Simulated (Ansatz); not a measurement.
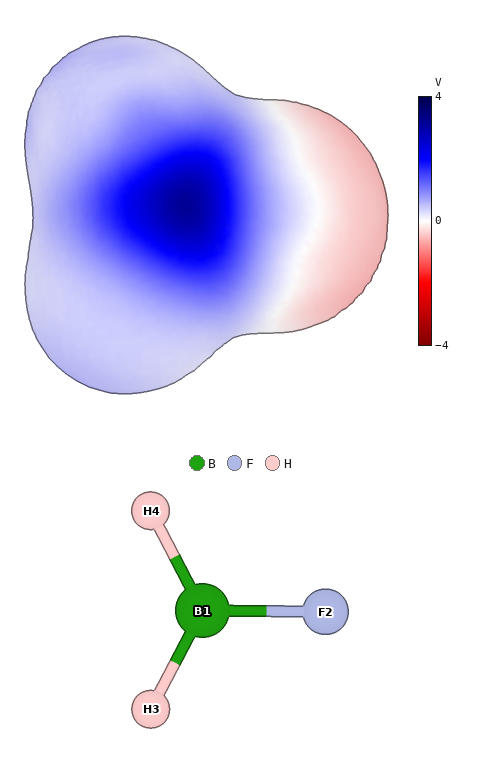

Figure. BFH2. The electrostatic potential painted on the density surface at 0.004 e/bohr³, seen across its widest extent; red is negative and blue positive. The bare structure is drawn below in the same view.

All numbers below come from Ansatz 0.2.0, RKS PBE/def2-TZVP.

### Which sites attract a positive test charge, and which a negative one?

A positive charge is drawn to the negative regions and a negative charge to the positive ones. The most negative region (about −0.6 V, or −14 kcal/mol for a unit charge) lies over F2, the most positive (about +3.0 V, or +69 kcal/mol for a unit charge) over B1.
